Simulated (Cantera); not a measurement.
Input: 1 mol Si, 1.6 mol HCl, 13 mol H2, at 9750 Torr.

These are equilibrium values from Cantera (NASA tables, ideal gas, pure condensed phases), not measurements of a reactor. Candidate condensed phases: Si; 19 gas species. The tables' values for SiCl3 are old estimates; treat these amounts as uncertain. Gases not in the tables: Si2H6 and higher silanes. The numbers say what is thermodynamically allowed, not how fast it happens.

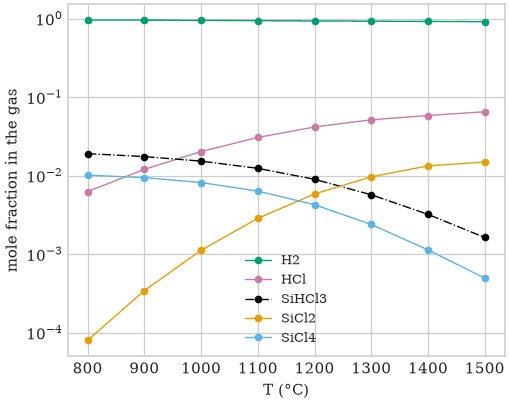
Equilibrium gas composition (values under 1e-9 drawn at 1e-9)

From 800 °C to 1400 °C the condensed part is Si(s). At 1500 °C the condensed part is Si(l). The main Si-bearing gas is SiHCl3 at 800 °C and SiCl2 at 1500 °C. The share of Si in condensed phases is highest at 1500 °C (70.5 %) and lowest at 800 °C (52.2 %).
